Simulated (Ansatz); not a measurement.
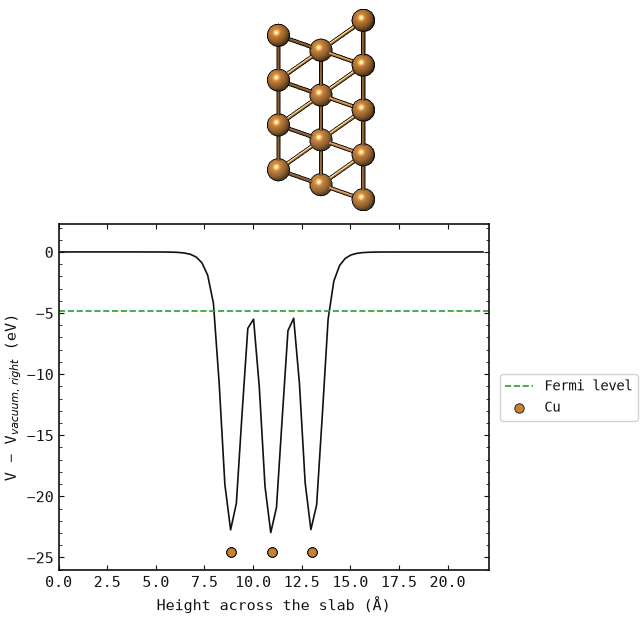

Plane-averaged electrostatic potential energy of an electron across the slab; circles at the bottom mark the heights of the atoms. The structure is drawn too.

The material is a (111) slab cut from Cu (Fm-3m), 12 atoms in the cell, the slab at its places in the relaxed adsorbed structure.

Computed with Ansatz: DFT PBE+D3(BJ), scalar-relativistic, plane waves, PAW, no spin polarisation, 4×4×1 k mesh, Gaussian smearing of 0.1 eV.

What is the work function?

Answer. The work function is 4.86 eV, the same on both faces. The two vacuum levels agree, so the slab has no net dipole along its normal.

How thick are slab and vacuum?

Answer. The outermost atoms are 4.1 Å apart, which leaves 18.0 Å of vacuum in a cell 22.1 Å high.
